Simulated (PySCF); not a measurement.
Molecule: SMILES Cl[Si](Cl)(Cl)[SiH2][GeH3] (H5Cl3GeSi2). Atoms near the plane z = 0.0 Å, at the GFN2-xTB optimised geometry (x, y, z in Å): Si2 (0.1, -1.5, 0.0), Cl4 (2.2, -1.5, 0.0), Si5 (-0.7, 0.7, 0.0), H7 (-2.2, 0.7, -0.3), H8 (-0.1, 1.5, -1.1).

Computed with PBE0/def2-TZVP run with PySCF 2.14.0. Cells within 0.4 Å of a nucleus heavier than hydrogen are left out (blank, or x). The values are rescaled to run from 0 to 1.

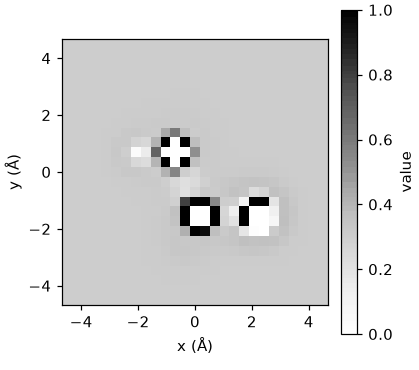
Fig. 1. a field on the plane z = 0.0 Å.

**Question.** Which quantity is mapped?
A. Laplacian of the electron density
B. deformation density (molecule minus spherical neutral atoms)
C. electron localisation function
D. electrostatic potential

**Answer.** A, Laplacian of the electron density. In full: Laplacian of the electron density (e/bohr⁵), clipped to [-1.50, 1.50].
